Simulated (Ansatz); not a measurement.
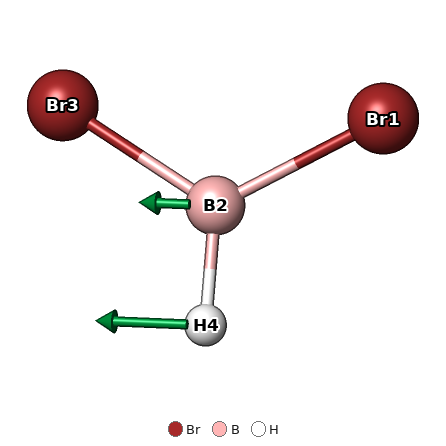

The arrows show one normal mode. Harmonic vibrations computed with RKS PBE0-D4/def2-TZVP (Ansatz 0.2.0) at a stationary point of the same level.

Describe the motion.

Mostly out-of-phase stretching of 2 B–Br bonds.

Estimate its harmonic wavenumber.

796 cm⁻¹; it is mode 4 of 6 counted from the lowest.
